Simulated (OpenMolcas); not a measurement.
# singlet AlNH3O+: levels of theory compared

We compute a comparison of 6 runs (HF/def2-SVPD, B3LYP/def2-SVPD, M06-L/def2-SVPD, PBE/def2-SVPD, SVWN5/def2-SVPD, TPSS/def2-SVPD) of singlet AlNH3O+. 

The results are computed with OpenMolcas 26.06.

## (1) Starting point

AlNH3O+: 6 atoms, total charge +1, spin state singlet. As SMILES of the parent species, `[NH2][Al][OH]`. Geometry: relaxed at PBE0-D4/def2-TZVP. This is one conformer, not always the lowest. That shape belongs to the parent species and isn't relaxed for this state.

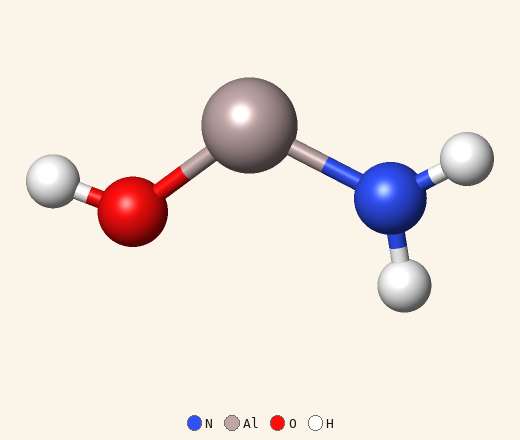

Viewed from a chosen angle; nitrogen blue, aluminium light grey, oxygen red, hydrogen white.

## (2) A single-point energy at HF/def2-SVPD (run 1)

File mol.input:

```
* AlH3NO Hartree-Fock
&GATEWAY
BasLib
$CurrDir
Coord
6
angstrom
N       -0.923900       0.240200      -0.760800
Al       0.595200       0.601300       0.070700
O        1.194100      -0.618500       1.101200
H       -1.434300      -0.623600      -0.657200
H       -1.394700       0.861600      -1.396800
H        2.005700      -0.525100       1.596800
Basis
def2-SVPD
Group
NoSym
&SEWARD
&SCF
Charge
1
Thresholds
1e-10 1e-07 1e-07 1e-05
PrOrbitals
1 1
```

The basis set def2-SVPD is read from a file made from the Basis Set Exchange's data (not shown).

Launch:

```
$ export MOLCAS_MEM=1860
$ pymolcas mol.input > mol.log
```

What it wrote:

```text
--- Start Module: gateway ---
[...]
--- Stop Module: gateway /rc=_RC_ALL_IS_WELL_ ---
--- Start Module: seward ---
[...]
      Basis functions           91
--- Stop Module: seward /rc=_RC_ALL_IS_WELL_ ---
[...]
--- Start Module: scf ---
[...]
       Convergence after  17 Iterations
[...]
::    Total SCF energy                               -372.5866750902
[...]
      Total spin, S                                     0.0000000000
[...]
      Total electronic charge=   30.000000
      Total            charge=    1.000000
[...]
      Dipole Moment (debye):
      Origin of the operator (angstrom)=    0.3565    0.1567    0.1401
                   X=  2.3044E+00               Y=  4.9670E+00               Z= -1.0184E+00           Total=  5.5695E+00
      Center of Charge (angstrom)
[...]
--- Stop Module: scf /rc=_RC_ALL_IS_WELL_ ---
[...]
```

Wall time 10 s (1 thread of AMD EPYC 7R43 (Zen 3), shared host); peak memory 0.5 GiB.

## (3) The energy at B3LYP/def2-SVPD (run 2)

File test.input:

```
* AlH3NO Kohn-Sham DFT

&GATEWAY
  BASLIB = $CurrDir
  COORD
  6
  angstrom
  N       -0.923900       0.240200      -0.760800
  Al       0.595200       0.601300       0.070700
  O        1.194100      -0.618500       1.101200
  H       -1.434300      -0.623600      -0.657200
  H       -1.394700       0.861600      -1.396800
  H        2.005700      -0.525100       1.596800
  BASIS = def2-SVPD
  GROUP = NoSym

&SEWARD
  GRIDINPUT
  Grid=UltraFine
  End of Grid

&SCF
  CHARGE = 1
  KSDFT = B3LYP
  THRESHOLDS = 1e-10 1e-07 1e-07 1e-05
  PRORBITALS = 1 1
```

The basis set def2-SVPD is read from a file made from the Basis Set Exchange's data (not shown).

Launch:

```
$ export MOLCAS_MEM=1860
$ pymolcas test.input > test.log
```

What it wrote:

```text
--- Start Module: gateway ---
[...]
--- Stop Module: gateway /rc=_RC_ALL_IS_WELL_ ---
--- Start Module: seward ---
[...]
      Basis functions           91
--- Stop Module: seward /rc=_RC_ALL_IS_WELL_ ---
[...]
--- Start Module: scf ---
[...]
       Convergence after  19 Iterations
[...]
::    Total KS-DFT energy                            -373.8259532288
[...]
      Total spin, S                                     0.0000000000
[...]
      Total electronic charge=   30.000000
      Total            charge=    1.000000
[...]
      Dipole Moment (debye):
      Origin of the operator (angstrom)=    0.3565    0.1567    0.1401
                   X=  1.8332E+00               Y=  4.0496E+00               Z= -8.6079E-01           Total=  4.5277E+00
      Center of Charge (angstrom)
[...]
--- Stop Module: scf /rc=_RC_ALL_IS_WELL_ ---
[...]
```

It took 40 s on 1 thread of AMD EPYC 7R43 (Zen 3), shared host; peak memory 0.5 GiB.

## (4) The energy at M06-L/def2-SVPD (run 3)

File struct.xyz:

```xyz
6

N     -0.923900     0.240200    -0.760800
Al     0.595200     0.601300     0.070700
O      1.194100    -0.618500     1.101200
H     -1.434300    -0.623600    -0.657200
H     -1.394700     0.861600    -1.396800
H      2.005700    -0.525100     1.596800
```

File job.inp:

```
>>> EXPORT MOLCAS_PRINT=2
&GATEWAY
BasLib
$CurrDir
Coord
struct.xyz
Basis
def2-SVPD
Group
NoSym
&SEWARD
GridInput
Grid=UltraFine
End of Grid
&SCF
Charge
1
KSDFT
M06L
Thresholds
1e-10 1e-07 1e-07 1e-05
PrOrbitals
1
```

The basis set def2-SVPD is read from a file made from the Basis Set Exchange's data (not shown).

Launch:

```
$ export MOLCAS_MEM=1860
$ pymolcas job.inp > job.log
```

What it wrote:

```text
--- Start Module: gateway ---
[...]
--- Stop Module: gateway /rc=_RC_ALL_IS_WELL_ ---
--- Start Module: seward ---
[...]
      Basis functions           91
--- Stop Module: seward /rc=_RC_ALL_IS_WELL_ ---
[...]
--- Start Module: scf ---
[...]
       Convergence after  21 Iterations
[...]
::    Total KS-DFT energy                            -373.7799461316
[...]
      Total spin, S                                     0.0000000000
[...]
      Total electronic charge=   30.000000
      Total            charge=    1.000000
[...]
      Dipole Moment (debye):
      Origin of the operator (angstrom)=    0.3565    0.1567    0.1401
                   X=  1.8819E+00               Y=  4.1202E+00               Z= -8.6463E-01           Total=  4.6114E+00
      Center of Charge (angstrom)
[...]
--- Stop Module: scf /rc=_RC_ALL_IS_WELL_ ---
[...]
```

Run time: 60 s. Hardware: 1 thread of AMD EPYC 7R43 (Zen 3), shared host; peak memory 0.5 GiB.

Runs 4 to 5 aren't shown in full; the table further down has their settings and results.

## (5) The energy at TPSS/def2-SVPD (run 6)

struct.xyz is that of step 4.

File job.input:

```
>>> EXPORT MOLCAS_PRINT=2
&GATEWAY
BasLib = $CurrDir
Coord = struct.xyz
Basis = def2-SVPD
Group = NoSym
&SEWARD
GridInput
Grid=UltraFine
End of Grid
&SCF
Charge = 1
KSDFT = 2
1.0 MGGA_X_TPSS
1.0 MGGA_C_TPSS
Thresholds = 1e-10 1e-07 1e-07 1e-05
PrOrbitals = 1 1
```

The basis set def2-SVPD is read from a file made from the Basis Set Exchange's data (not shown).

Launch:

```
$ export MOLCAS_MEM=1860
$ pymolcas job.input > job.log
```

What it wrote:

```text
--- Start Module: gateway ---
[...]
--- Stop Module: gateway /rc=_RC_ALL_IS_WELL_ ---
--- Start Module: seward ---
[...]
      Basis functions           91
--- Stop Module: seward /rc=_RC_ALL_IS_WELL_ ---
[...]
--- Start Module: scf ---
[...]
       Convergence after  22 Iterations
[...]
::    Total KS-DFT energy                            -373.8377361072
[...]
      Total spin, S                                     0.0000000000
[...]
      Total electronic charge=   30.000000
      Total            charge=    1.000000
[...]
      Dipole Moment (debye):
      Origin of the operator (angstrom)=    0.3565    0.1567    0.1401
                   X=  1.7539E+00               Y=  3.8784E+00               Z= -8.2565E-01           Total=  4.3359E+00
      Center of Charge (angstrom)
[...]
--- Stop Module: scf /rc=_RC_ALL_IS_WELL_ ---
[...]
```

Run time: 52 s. Hardware: 1 thread of AMD EPYC 7R43 (Zen 3), shared host; peak memory 0.5 GiB.

## (6) All runs side by side

```tsv
run	level	integration grid	energy (Eh)	HOMO energy (eV)	LUMO energy (eV)	HOMO–LUMO gap (eV)	wall time
1	HF/def2-SVPD	–	-372.586675	-16.66	-7.29	9.38	10 s
2	B3LYP/def2-SVPD	UltraFine	-373.825953	-13.09	-10.41	2.68	40 s
3	M06-L/def2-SVPD	UltraFine	-373.779946	-12.09	-10.29	1.80	60 s
4	PBE/def2-SVPD	UltraFine	-373.524202	-11.96	-10.84	1.12	37 s
5	SVWN5/def2-SVPD	UltraFine	-371.761759	-12.13	-11.04	1.09	26 s
6	TPSS/def2-SVPD	UltraFine	-373.837736	-11.97	-10.59	1.39	52 s
```

## (7) What came out

```
            quantity          value
 run 6: total energy  -373.83774 Eh
  run 6: HOMO energy      -11.97 eV
  run 6: LUMO energy      -10.59 eV
run 6: HOMO–LUMO gap        1.39 eV
```

**Reading.** The HOMO–LUMO gap runs from 1.09 eV (SVWN5/def2-SVPD) to 9.38 eV (HF/def2-SVPD). Exact exchange widens orbital gaps. Totals of different functionals can't be ranked against each other. All runs together took 3.8 min, the longest 60 s.
